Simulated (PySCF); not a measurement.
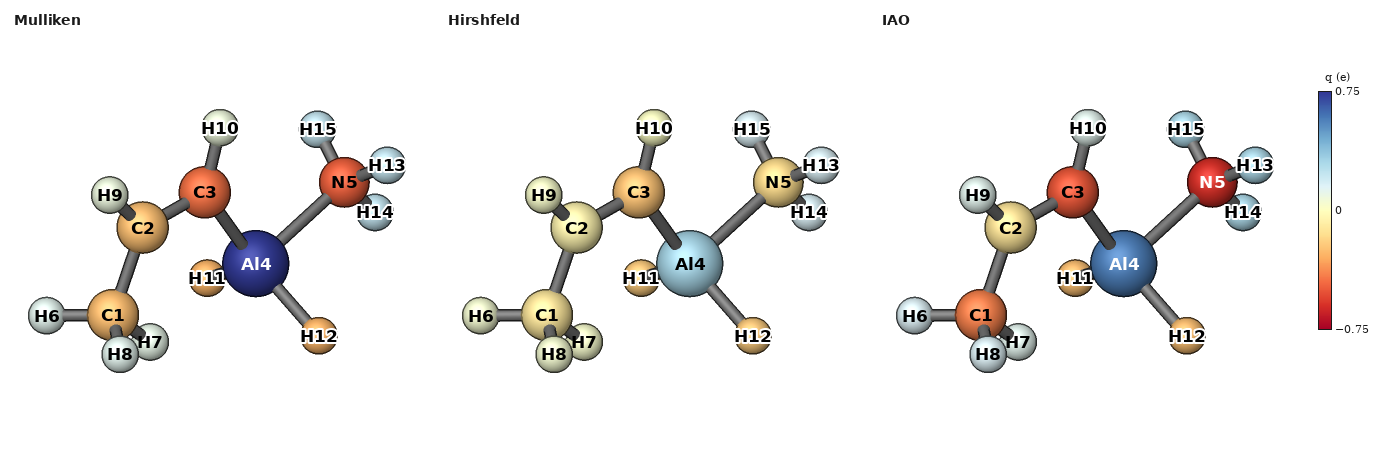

Atomic charges of one calculation by 3 schemes, on one colour scale. The computed structure is the end point of a GFN2-xTB optimisation. No frequency run is at hand to confirm it as a minimum. Computed with PBE0/pcSseg-1 (PySCF 2.14.0).

Question. On which atom do the schemes disagree most?

Answer. On N5 (from −0.60 to −0.16 e).

List the charges (e), one line for each set of equivalent atoms. Atoms whose distances differ by more than 0.02 Å in this geometry are listed apart.

```csv
atom,Mulliken,Hirshfeld,IAO
C1,−0.25,−0.11,−0.40
C2,−0.24,−0.05,−0.12
C3,−0.43,−0.23,−0.50
Al4,0.73,0.31,0.57
N5,−0.48,−0.16,−0.60
H6,0.13,0.05,0.15
H7,0.11,0.04,0.13
H8,0.13,0.05,0.15
H9,0.08,0.03,0.13
H10,0.08,0.01,0.12
H11,−0.27,−0.21,−0.24
H12,−0.27,−0.21,−0.24
H13,0.23,0.16,0.29
H14,0.23,0.16,0.29
H15,0.23,0.16,0.29
```

The geometry is semi-empirical. Around Al such bond lengths and angles can be off by a tenth of an ångström or more and by several degrees, and values that hang on the shape move with them.
